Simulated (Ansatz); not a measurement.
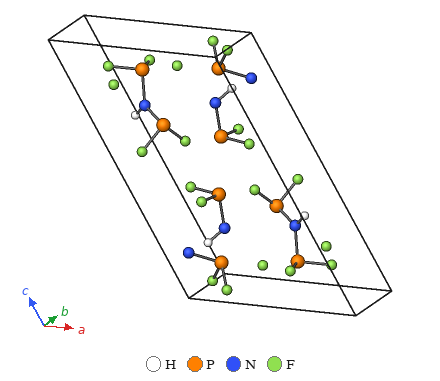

P2HNF4, space group P2_1/c (No. 14), a = 8.328 Å, b = 4.594 Å, c = 13.690 Å, α = 90.00°, β = 120.79°, γ = 90.00°

| site | Wyckoff | x | y | z |
| --- | --- | --- | --- | --- |
| H | 4e | 0.9310 | 0.2850 | 0.3551 |
| P1 | 4e | 0.7130 | 0.3383 | 0.1585 |
| P2 | 4e | 0.6948 | 0.5805 | 0.3488 |
| N | 4e | 0.8068 | 0.3823 | 0.2995 |
| F1 | 4e | 0.6826 | 0.3516 | 0.4320 |
| F2 | 4e | 0.7409 | 0.9946 | 0.1564 |
| F3 | 4e | 0.8681 | 0.7531 | 0.4475 |
| F4 | 4e | 0.8914 | 0.4189 | 0.1495 |

Source: the end point of a relaxation with DFT r2SCAN+D3(BJ), scalar-relativistic, plane waves, PAW in Ansatz 0.2.0.

How is the cell volume shared among the sites in a plain Voronoi partition?

Answer.
| site | faces above 1 % of the sphere | volume (Å³) | solid angle by neighbour (%) |
| --- | --- | --- | --- |
| H | 11 | 10.72 | F 66 N 33 P 1 |
| P1 | 11 | 14.08 | F 67 N 22 P 10 H 0 |
| P2 | 12 | 13.97 | F 61 N 25 P 14 H 0 |
| N | 10 | 8.52 | P 47 H 33 F 20 |
| F1 | 15 | 18.84 | F 49 P 43 H 5 N 4 |
| F2 | 14 | 17.36 | F 44 P 38 H 11 N 7 |
| F3 | 12 | 14.81 | F 45 H 28 P 24 N 3 |
| F4 | 14 | 14.18 | F 48 P 23 H 23 N 6 |

Weighted by multiplicity the volumes add up to the cell volume, 449.9 Å³.

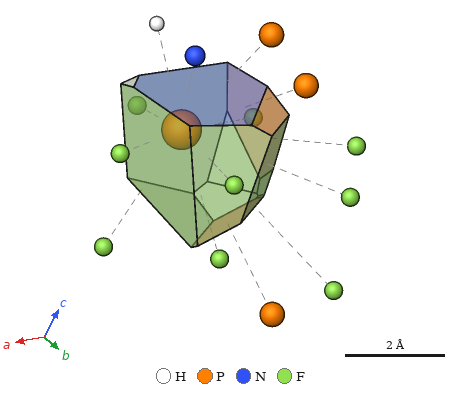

The computed Voronoi cell of P1, with the neighbours that bound it.
